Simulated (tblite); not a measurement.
**C3H8ClOSi2: geometry relaxation (part 2 of 2)**

Continued. System: C3H8ClOSi2, multiplicity 2. Method: GFN2-xTB geometry optimisation, gas phase (tblite 0.8.0). It belongs to a series of runs on one base structure; here: H removed from sp3 C.

Geometry of the input (Å):
```
C  -0.1199  -1.5111  -1.0753
C  0.7481  -0.3019  -0.8214
C  1.0505  -0.1307  0.6792
Si -0.7210  0.0373  1.2958
Cl -0.8583  1.3415  2.9358
O  -1.6263  0.7619  0.0220
Si -0.3360  1.2002  -1.0488
H  -1.1990  -1.1992  -1.1192
H  -0.0629  -2.2017  -0.1940
H  1.6660  -0.2830  -1.3956
H  1.5550  0.8367  0.8225
H  1.5654  -0.9972  1.0895
H  -1.2702  -1.3002  1.6632
H  -0.7665  1.3997  -2.4138
H  0.3708  2.3558  -0.4618
```

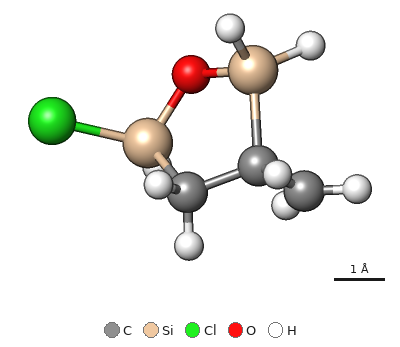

**Figure 1.** The geometry at step 60 of the log (ball-and-stick view, seen at a tilt).

Trajectory as extended XYZ, continued
```
15
Properties=species:S:1:pos:R:3:forces:R:3 step=35 energy=-615.87340
C     0.0599   -1.5024   -1.1165   -0.1510  -0.0720  -0.3750
C     0.6844   -0.2557   -0.6896   -0.0170   0.0600   0.0360
C     0.9081   -0.2589    0.8254    0.0050   0.0510   0.0930
Si   -0.7482    0.3086    1.5821    0.0510  -0.1050  -0.0260
Cl   -0.5746    1.2412    3.3420   -0.0120   0.0500  -0.0980
O    -1.1686    1.3785    0.4110   -0.0210  -0.1040   0.0680
Si   -0.4758    1.2393   -1.0704   -0.1270   0.1390   0.0390
H    -0.3044   -1.5848   -2.1282    0.1020  -0.1440   0.1390
H     0.1124   -2.3810   -0.5039   -0.1700  -0.0030  -0.0020
H     1.6152   -0.0969   -1.2439    0.2640  -0.0070   0.0360
H     1.6738    0.4698    1.1062    0.0830  -0.0850  -0.0530
H     1.2517   -1.2446    1.1440    0.0190   0.1190   0.0760
H    -1.7847   -0.7137    1.6455    0.0090   0.0630   0.0080
H    -1.5529    0.9567   -2.0067    0.0480   0.0080   0.0290
H     0.2992    2.4521   -1.3189   -0.0840   0.0290   0.0300
15
Properties=species:S:1:pos:R:3:forces:R:3 step=38 energy=-615.90447
C     0.0581   -1.4787   -1.1355   -0.0740   0.0160  -0.4670
C     0.6901   -0.2425   -0.6853    0.0770  -0.0920   0.0240
C     0.9089   -0.2645    0.8308   -0.0240  -0.0070   0.0630
Si   -0.7390    0.3006    1.5940    0.0150  -0.0380  -0.0330
Cl   -0.5194    1.2438    3.3359   -0.0180   0.1030   0.0320
O    -1.1600    1.3692    0.4257   -0.1510   0.0040  -0.0100
Si   -0.4986    1.2330   -1.0660    0.0270   0.2020  -0.0480
H    -0.1711   -1.5989   -2.1853    0.0740  -0.0730   0.2410
H     0.0131   -2.3329   -0.4956   -0.1830  -0.1140   0.0680
H     1.6225   -0.0858   -1.2367    0.2160   0.0490   0.0370
H     1.6934    0.4394    1.1275    0.0150  -0.0980  -0.0850
H     1.2168   -1.2608    1.1487    0.1140   0.0640   0.0210
H    -1.8066   -0.6854    1.6762    0.0260   0.0080   0.0080
H    -1.5543    0.9046   -2.0121    0.0130   0.0230   0.0750
H     0.2417    2.4669   -1.3442   -0.1260  -0.0470   0.0730
15
Properties=species:S:1:pos:R:3:forces:R:3 step=41 energy=-615.93763
C     0.0345   -1.4348   -1.1631    0.0710  -0.3270  -0.0670
C     0.7241   -0.2355   -0.6869   -0.0160  -0.1040  -0.0200
C     0.9304   -0.2700    0.8322   -0.0100  -0.1170  -0.0980
Si   -0.7158    0.2602    1.5979   -0.1860   0.2490   0.0820
Cl   -0.4561    1.2838    3.2903   -0.0150   0.0910   0.0970
O    -1.2162    1.2840    0.4217   -0.0810   0.1030  -0.0120
Si   -0.5119    1.2443   -1.0473    0.2250  -0.2070  -0.2060
H     0.0105   -1.6303   -2.2319   -0.0540  -0.0310   0.4640
H    -0.2185   -2.2349   -0.4682   -0.0360   0.4090  -0.4350
H     1.6667   -0.1069   -1.2330   -0.0120   0.1230   0.0750
H     1.7392    0.4015    1.1294   -0.0420   0.0370  -0.0210
H     1.2122   -1.2673    1.1576    0.2000  -0.1380  -0.0520
H    -1.8189   -0.6732    1.7323    0.0580  -0.1410   0.0470
H    -1.4985    0.8541   -2.0357   -0.1150   0.0200   0.0040
H     0.1141    2.5331   -1.3170    0.0120   0.0310   0.1410
15
Properties=species:S:1:pos:R:3:forces:R:3 step=43 energy=-615.96251
C     0.0403   -1.4404   -1.1597    0.0800  -0.0490   0.1970
C     0.7260   -0.2418   -0.6899    0.0170  -0.0280   0.0490
C     0.9341   -0.2702    0.8267   -0.0810  -0.0750   0.0880
Si   -0.7218    0.2625    1.5973   -0.0490   0.1490  -0.0240
Cl   -0.4706    1.2931    3.2889   -0.0230   0.0620   0.0460
O    -1.2244    1.2763    0.4128    0.0120   0.0410  -0.0860
Si   -0.4995    1.2365   -1.0539    0.0490  -0.1060  -0.0260
H    -0.0297   -1.6320   -2.2060   -0.0270  -0.0870  -0.2460
H    -0.2163   -2.2266   -0.4748   -0.1430   0.0590  -0.0430
H     1.6683   -0.1059   -1.2291    0.0630   0.0940  -0.0040
H     1.7356    0.4181    1.1136   -0.0780  -0.0440  -0.0020
H     1.2275   -1.2666    1.1597    0.1580   0.0140  -0.0880
H    -1.8073   -0.6963    1.7276    0.0860  -0.0760   0.0530
H    -1.4925    0.8709   -2.0443   -0.1010   0.0000  -0.0170
H     0.1259    2.5304   -1.2910    0.0360   0.0460   0.1030
15
Properties=species:S:1:pos:R:3:forces:R:3 step=46 energy=-615.99938
C     0.0496   -1.4261   -1.1675    0.0630  -0.0940  -0.1580
C     0.7576   -0.2481   -0.6875   -0.0200  -0.0300   0.0470
C     0.9433   -0.2823    0.8313   -0.0440   0.0760   0.0520
Si   -0.7263    0.2615    1.5915    0.0880  -0.0740   0.0240
Cl   -0.4359    1.3382    3.2520   -0.0650   0.0410  -0.0140
O    -1.2662    1.2228    0.3833    0.0880  -0.1150   0.0000
Si   -0.4916    1.2069   -1.0621   -0.0970   0.0680  -0.0150
H     0.0522   -1.6738   -2.2125    0.0070  -0.0140   0.0190
H    -0.4261   -2.1038   -0.4850   -0.0380   0.0740  -0.0240
H     1.7081   -0.0886   -1.2078   -0.0680  -0.0680  -0.0270
H     1.7482    0.4113    1.0975   -0.1330  -0.0160   0.1300
H     1.2640   -1.2749    1.1562    0.0090   0.0660  -0.0600
H    -1.7751   -0.7386    1.7820    0.1540   0.0720   0.0150
H    -1.4552    0.8513   -2.0868   -0.0540  -0.0130  -0.0060
H     0.0491    2.5520   -1.2067    0.1120   0.0280   0.0180
15
Properties=species:S:1:pos:R:3:forces:R:3 step=49 energy=-616.01472
C     0.0604   -1.4339   -1.1754    0.0080  -0.0220   0.0820
C     0.7631   -0.2552   -0.6862   -0.0730   0.0330  -0.1030
C     0.9428   -0.2795    0.8348    0.0720  -0.0730  -0.1170
Si   -0.7147    0.2502    1.5961    0.0200   0.0380   0.0490
Cl   -0.4404    1.3680    3.2314   -0.0580   0.0360  -0.0090
O    -1.2678    1.1785    0.3710   -0.0870  -0.0220   0.0420
Si   -0.4966    1.2044   -1.0718    0.0670   0.0790   0.0020
H     0.0684   -1.6972   -2.2145    0.0440   0.0020  -0.0210
H    -0.5121   -2.0415   -0.4978    0.0200   0.0630  -0.0830
H     1.7151   -0.0941   -1.2008   -0.0600  -0.0650  -0.0360
H     1.7371    0.4148    1.1076    0.0060   0.1360   0.0970
H     1.2858   -1.2641    1.1489   -0.0220  -0.0690   0.0170
H    -1.7381   -0.7585    1.8055    0.0060  -0.0390   0.0500
H    -1.4483    0.8506   -2.1137    0.0130   0.0280   0.0630
H     0.0411    2.5652   -1.1569    0.0430  -0.1230  -0.0330
15
Properties=species:S:1:pos:R:3:forces:R:3 step=51 energy=-616.02014
C     0.0647   -1.4376   -1.1761   -0.1280  -0.1000   0.1250
C     0.7617   -0.2587   -0.6888   -0.0020   0.0920  -0.0610
C     0.9511   -0.2817    0.8310    0.0180   0.0270  -0.0100
Si   -0.7051    0.2458    1.5974   -0.0420   0.0150   0.0020
Cl   -0.4492    1.3870    3.2194   -0.0380   0.0370  -0.0160
O    -1.2823    1.1475    0.3623   -0.0130   0.0120   0.0110
Si   -0.4930    1.2083   -1.0732    0.0160   0.0270   0.1090
H     0.0852   -1.7050   -2.2150    0.0240  -0.0130   0.0270
H    -0.5580   -2.0064   -0.5046    0.0810   0.0700  -0.1670
H     1.7085   -0.1113   -1.2078    0.0670   0.0120  -0.0790
H     1.7288    0.4291    1.1238    0.0030   0.0070  -0.0440
H     1.2993   -1.2664    1.1401   -0.0060  -0.0190   0.0330
H    -1.7159   -0.7689    1.8229   -0.0340  -0.0720   0.0650
H    -1.4386    0.8531   -2.1194    0.0140   0.0430   0.0420
H     0.0382    2.5732   -1.1340    0.0400  -0.1380  -0.0360
15
Properties=species:S:1:pos:R:3:forces:R:3 step=54 energy=-616.02598
C     0.0699   -1.4421   -1.1770   -0.0150   0.0380  -0.0300
C     0.7615   -0.2531   -0.6962    0.0460  -0.0820   0.0540
C     0.9511   -0.2807    0.8275   -0.0260   0.0320   0.0170
Si   -0.7075    0.2483    1.5994   -0.0070  -0.0810  -0.0010
Cl   -0.4618    1.3940    3.2185   -0.0260   0.0380  -0.0090
O    -1.2901    1.1499    0.3669    0.0090   0.0080   0.0290
Si   -0.4920    1.2081   -1.0611   -0.0390  -0.0520  -0.0280
H     0.0809   -1.7124   -2.2152    0.0590   0.0180  -0.0050
H    -0.5583   -2.0055   -0.5164   -0.0250  -0.0130   0.0190
H     1.7134   -0.1114   -1.2144   -0.0370   0.0220  -0.0340
H     1.7237    0.4363    1.1196    0.0170  -0.0180  -0.0410
H     1.3014   -1.2658    1.1433   -0.0250   0.0710  -0.0260
H    -1.7119   -0.7756    1.8285   -0.0030  -0.0300   0.0500
H    -1.4406    0.8620   -2.1055   -0.0140   0.0290   0.0150
H     0.0559    2.5559   -1.1398    0.0860   0.0200  -0.0090
15
Properties=species:S:1:pos:R:3:forces:R:3 step=57 energy=-616.03128
C     0.0745   -1.4451   -1.1796   -0.0490   0.0050  -0.0910
C     0.7667   -0.2562   -0.7010   -0.0340  -0.0530   0.0460
C     0.9516   -0.2745    0.8239    0.0140  -0.0140   0.0200
Si   -0.7060    0.2344    1.6080   -0.0270   0.0240  -0.0020
Cl   -0.4808    1.4246    3.2039   -0.0220  -0.0370  -0.0580
O    -1.2978    1.1261    0.3704   -0.0150  -0.0070  -0.0030
Si   -0.4950    1.2008   -1.0538    0.0240   0.0120  -0.0230
H     0.1001   -1.7264   -2.2170    0.0630   0.0380   0.0660
H    -0.6072   -1.9677   -0.5370    0.0170  -0.0090   0.0150
H     1.7148   -0.1119   -1.2274   -0.0640   0.0100   0.0370
H     1.7177    0.4485    1.1138    0.0470   0.0010  -0.0330
H     1.3062   -1.2548    1.1425    0.0300   0.0060  -0.0060
H    -1.6928   -0.8040    1.8590    0.0180   0.0110   0.0310
H    -1.4400    0.8752   -2.1050   -0.0410   0.0170  -0.0040
H     0.0836    2.5390   -1.1226    0.0370  -0.0050   0.0050
15
Properties=species:S:1:pos:R:3:forces:R:3 step=60 energy=-616.03413
C     0.0660   -1.4428   -1.1807   -0.0090   0.0260  -0.0040
C     0.7640   -0.2621   -0.6967   -0.0470   0.0760  -0.0230
C     0.9554   -0.2714    0.8260   -0.0080  -0.0180  -0.0030
Si   -0.7090    0.2285    1.6065    0.0230   0.0160  -0.0200
Cl   -0.4927    1.4301    3.1896   -0.0070   0.0090   0.0190
O    -1.3031    1.1190    0.3693    0.0050  -0.0240  -0.0470
Si   -0.4937    1.1999   -1.0530   -0.0100   0.0120   0.0020
H     0.1127   -1.7241   -2.2145    0.0280  -0.0120  -0.0080
H    -0.6177   -1.9628   -0.5404   -0.0190  -0.0480   0.0150
H     1.7047   -0.1148   -1.2321    0.0030   0.0010   0.0410
H     1.7239    0.4540    1.1092   -0.0160  -0.0240  -0.0340
H     1.3139   -1.2505    1.1400    0.0400  -0.0240   0.0410
H    -1.6858   -0.8145    1.8769    0.0190   0.0140  -0.0040
H    -1.4427    0.8858   -2.1058   -0.0140   0.0220   0.0140
H     0.0997    2.5336   -1.1161    0.0120  -0.0250   0.0110
15
Properties=species:S:1:pos:R:3:forces:R:3 step=62 energy=-616.03557
C     0.0612   -1.4415   -1.1827   -0.0060   0.0320   0.0340
C     0.7588   -0.2605   -0.6963    0.0090   0.0040  -0.0070
C     0.9561   -0.2723    0.8268   -0.0030  -0.0090  -0.0240
Si   -0.7094    0.2283    1.6055    0.0370  -0.0140  -0.0160
Cl   -0.5021    1.4342    3.1838    0.0040   0.0370   0.0500
O    -1.3074    1.1136    0.3667    0.0030  -0.0120  -0.0170
Si   -0.4930    1.2018   -1.0513   -0.0400  -0.0080  -0.0270
H     0.1204   -1.7264   -2.2141    0.0160  -0.0220  -0.0280
H    -0.6223   -1.9651   -0.5442   -0.0070  -0.0330   0.0010
H     1.7010   -0.1164   -1.2298    0.0050   0.0050   0.0220
H     1.7267    0.4542    1.1013   -0.0350  -0.0060  -0.0100
H     1.3229   -1.2490    1.1431   -0.0070  -0.0010   0.0100
H    -1.6810   -0.8171    1.8845    0.0130   0.0090  -0.0160
H    -1.4481    0.8947   -2.1012    0.0020   0.0260   0.0110
H     0.1118    2.5295   -1.1140    0.0090  -0.0060   0.0180
15
Properties=species:S:1:pos:R:3:forces:R:3 step=65 energy=-616.03636
C     0.0612   -1.4420   -1.1850   -0.0080  -0.0010  -0.0190
C     0.7560   -0.2604   -0.6974    0.0120  -0.0180   0.0040
C     0.9543   -0.2741    0.8252    0.0030   0.0070   0.0020
Si   -0.7067    0.2297    1.6077   -0.0010   0.0160   0.0100
Cl   -0.5075    1.4401    3.1881    0.0050  -0.0030  -0.0060
O    -1.3069    1.1110    0.3663   -0.0070   0.0020   0.0110
Si   -0.4956    1.2023   -1.0525    0.0030  -0.0120   0.0080
H     0.1251   -1.7301   -2.2166    0.0150  -0.0040   0.0100
H    -0.6221   -1.9687   -0.5487   -0.0030  -0.0240   0.0050
H     1.7001   -0.1137   -1.2258    0.0090  -0.0020  -0.0080
H     1.7232    0.4540    1.0959   -0.0020   0.0190   0.0060
H     1.3244   -1.2481    1.1464   -0.0190  -0.0030  -0.0170
H    -1.6773   -0.8168    1.8853    0.0090   0.0090  -0.0080
H    -1.4562    0.9008   -2.0967   -0.0100   0.0200  -0.0140
H     0.1234    2.5239   -1.1141   -0.0060  -0.0050   0.0160
15
Properties=species:S:1:pos:R:3:forces:R:3 step=68 energy=-616.03681
C     0.0580   -1.4418   -1.1858    0.0070  -0.0180  -0.0220
C     0.7560   -0.2628   -0.6971   -0.0210   0.0290  -0.0080
C     0.9544   -0.2734    0.8248   -0.0110   0.0100   0.0100
Si   -0.7051    0.2325    1.6084   -0.0120   0.0110   0.0040
Cl   -0.5087    1.4410    3.1902    0.0090  -0.0010  -0.0070
O    -1.3073    1.1124    0.3672    0.0030   0.0020  -0.0010
Si   -0.4972    1.2007   -1.0529    0.0120  -0.0100   0.0120
H     0.1282   -1.7310   -2.2166    0.0080  -0.0050   0.0090
H    -0.6169   -1.9790   -0.5491    0.0050  -0.0040   0.0040
H     1.6999   -0.1134   -1.2253    0.0010  -0.0150  -0.0130
H     1.7218    0.4569    1.0949    0.0070  -0.0080   0.0020
H     1.3214   -1.2486    1.1449    0.0020   0.0040   0.0020
H    -1.6752   -0.8143    1.8832    0.0000  -0.0030   0.0000
H    -1.4614    0.9087   -2.0971    0.0020   0.0120  -0.0030
H     0.1278    2.5201   -1.1118   -0.0090  -0.0050   0.0120
15
Properties=species:S:1:pos:R:3:forces:R:3 step=70 energy=-616.03696
C     0.0560   -1.4418   -1.1856    0.0110  -0.0050  -0.0020
C     0.7551   -0.2623   -0.6974   -0.0070  -0.0010  -0.0040
C     0.9547   -0.2721    0.8250   -0.0080   0.0010  -0.0050
Si   -0.7051    0.2331    1.6083   -0.0070  -0.0020  -0.0030
Cl   -0.5100    1.4423    3.1881    0.0110   0.0110   0.0080
O    -1.3088    1.1107    0.3667   -0.0010   0.0040  -0.0040
Si   -0.4968    1.2000   -1.0522   -0.0050   0.0030  -0.0060
H     0.1297   -1.7323   -2.2155    0.0060  -0.0100  -0.0040
H    -0.6171   -1.9822   -0.5491    0.0130   0.0080   0.0010
H     1.6996   -0.1163   -1.2268   -0.0130  -0.0080  -0.0020
H     1.7223    0.4585    1.0945    0.0010  -0.0130  -0.0020
H     1.3223   -1.2477    1.1439    0.0000   0.0110   0.0060
H    -1.6733   -0.8150    1.8839   -0.0050  -0.0070   0.0010
H    -1.4614    0.9141   -2.0984    0.0090   0.0080   0.0060
H     0.1283    2.5192   -1.1075   -0.0050   0.0000   0.0110
15
Properties=species:S:1:pos:R:3:forces:R:3 step=73 energy=-616.03714
C     0.0563   -1.4434   -1.1866    0.0020  -0.0010   0.0120
C     0.7535   -0.2623   -0.6984    0.0080  -0.0210   0.0010
C     0.9535   -0.2710    0.8244    0.0020  -0.0070  -0.0060
Si   -0.7061    0.2341    1.6089    0.0010  -0.0010  -0.0020
Cl   -0.5090    1.4457    3.1879    0.0060  -0.0020  -0.0070
O    -1.3102    1.1095    0.3660   -0.0080   0.0030   0.0010
Si   -0.4968    1.1998   -1.0521   -0.0080   0.0170   0.0020
H     0.1327   -1.7359   -2.2157    0.0040  -0.0080  -0.0010
H    -0.6161   -1.9837   -0.5493    0.0100   0.0050  -0.0040
H     1.6982   -0.1198   -1.2283   -0.0080   0.0100   0.0010
H     1.7227    0.4578    1.0939   -0.0050   0.0040  -0.0080
H     1.3226   -1.2455    1.1441   -0.0080  -0.0050   0.0040
H    -1.6723   -0.8164    1.8842   -0.0010   0.0020   0.0030
H    -1.4612    0.9202   -2.0992    0.0020   0.0000  -0.0030
H     0.1278    2.5192   -1.1016    0.0020   0.0050   0.0060
15
Properties=species:S:1:pos:R:3:forces:R:3 step=76 energy=-616.03727
C     0.0576   -1.4450   -1.1878    0.0000  -0.0150   0.0020
C     0.7528   -0.2644   -0.6989   -0.0110   0.0230  -0.0020
C     0.9523   -0.2714    0.8236   -0.0020  -0.0010   0.0060
Si   -0.7067    0.2354    1.6092    0.0030  -0.0020  -0.0040
Cl   -0.5061    1.4471    3.1882    0.0040  -0.0070  -0.0140
O    -1.3120    1.1105    0.3664    0.0000  -0.0030   0.0020
Si   -0.4981    1.2011   -1.0514    0.0060  -0.0020   0.0070
H     0.1368   -1.7395   -2.2164    0.0000  -0.0050   0.0100
H    -0.6131   -1.9857   -0.5494   -0.0010  -0.0050  -0.0050
H     1.6967   -0.1193   -1.2286    0.0050   0.0110  -0.0050
H     1.7223    0.4570    1.0916   -0.0070   0.0030  -0.0040
H     1.3202   -1.2455    1.1454   -0.0050  -0.0100   0.0020
H    -1.6729   -0.8155    1.8841    0.0010   0.0070   0.0060
H    -1.4621    0.9235   -2.0992    0.0000  -0.0030  -0.0040
H     0.1279    2.5195   -1.0986    0.0050   0.0090   0.0040
15
Properties=species:S:1:pos:R:3:forces:R:3 step=79 energy=-616.03743
C     0.0592   -1.4478   -1.1873    0.0020   0.0000  -0.0020
C     0.7511   -0.2645   -0.7002   -0.0040   0.0090  -0.0020
C     0.9513   -0.2718    0.8225   -0.0020   0.0040  -0.0010
Si   -0.7069    0.2349    1.6080   -0.0020  -0.0050   0.0010
Cl   -0.5025    1.4497    3.1829    0.0030   0.0050   0.0040
O    -1.3162    1.1076    0.3657    0.0020  -0.0050  -0.0030
Si   -0.4990    1.2030   -1.0499    0.0060  -0.0050  -0.0040
H     0.1418   -1.7458   -2.2144   -0.0010  -0.0060   0.0020
H    -0.6152   -1.9849   -0.5500   -0.0030  -0.0090  -0.0010
H     1.6948   -0.1183   -1.2306   -0.0020   0.0080   0.0010
H     1.7207    0.4581    1.0881    0.0000  -0.0030   0.0070
H     1.3184   -1.2459    1.1466    0.0010   0.0030  -0.0110
H    -1.6705   -0.8165    1.8876   -0.0060   0.0020   0.0050
H    -1.4595    0.9288   -2.1024    0.0040  -0.0010   0.0050
H     0.1281    2.5215   -1.0888    0.0030   0.0030   0.0000
15
Properties=species:S:1:pos:R:3:forces:R:3 step=81 energy=-616.03747
C     0.0598   -1.4486   -1.1870    0.0040   0.0090  -0.0050
C     0.7503   -0.2637   -0.7006    0.0060  -0.0130  -0.0010
C     0.9509   -0.2716    0.8223    0.0000   0.0010  -0.0040
Si   -0.7071    0.2345    1.6079   -0.0030   0.0010   0.0040
Cl   -0.5015    1.4503    3.1822    0.0020   0.0030   0.0030
O    -1.3164    1.1068    0.3654   -0.0020  -0.0040  -0.0030
Si   -0.4988    1.2031   -1.0499   -0.0010   0.0080   0.0000
H     0.1427   -1.7473   -2.2140   -0.0010  -0.0040   0.0040
H    -0.6157   -1.9853   -0.5504   -0.0010  -0.0060   0.0010
H     1.6941   -0.1174   -1.2311   -0.0040   0.0060   0.0030
H     1.7201    0.4580    1.0886    0.0020   0.0000   0.0050
H     1.3181   -1.2458    1.1457    0.0020   0.0020  -0.0110
H    -1.6705   -0.8164    1.8889   -0.0090   0.0000   0.0050
H    -1.4589    0.9294   -2.1027    0.0020  -0.0010   0.0030
H     0.1284    2.5220   -1.0871    0.0010  -0.0020  -0.0020
15
Properties=species:S:1:pos:R:3:forces:R:3 step=84 energy=-616.03754
C     0.0615   -1.4502   -1.1880    0.0010   0.0030  -0.0040
C     0.7488   -0.2635   -0.7013    0.0030  -0.0030   0.0000
C     0.9492   -0.2717    0.8216    0.0000  -0.0030   0.0010
Si   -0.7082    0.2354    1.6086    0.0000   0.0030   0.0020
Cl   -0.4978    1.4506    3.1831    0.0000   0.0000  -0.0020
O    -1.3168    1.1081    0.3658   -0.0010  -0.0010   0.0010
Si   -0.4990    1.2046   -1.0494   -0.0060   0.0040   0.0030
H     0.1465   -1.7506   -2.2144    0.0010   0.0030   0.0060
H    -0.6117   -1.9902   -0.5513    0.0040   0.0030  -0.0010
H     1.6919   -0.1135   -1.2314    0.0030  -0.0030   0.0000
H     1.7193    0.4566    1.0894   -0.0010  -0.0010  -0.0010
H     1.3155   -1.2466    1.1433    0.0040  -0.0040  -0.0030
H    -1.6740   -0.8133    1.8905   -0.0050   0.0020   0.0030
H    -1.4599    0.9299   -2.1007   -0.0020   0.0000  -0.0040
H     0.1301    2.5225   -1.0878   -0.0010  -0.0030   0.0000
```

Key numbers

```json
{"quantity": "outcome", "value": "converged"}
{"quantity": "total energy", "value": "−616.0375 eV"}
{"quantity": "hardware", "value": "1 CPU thread, shared host"}
{"quantity": "wall time", "value": "0.64 s"}
{"quantity": "peak memory", "value": "0.18 GiB"}
```
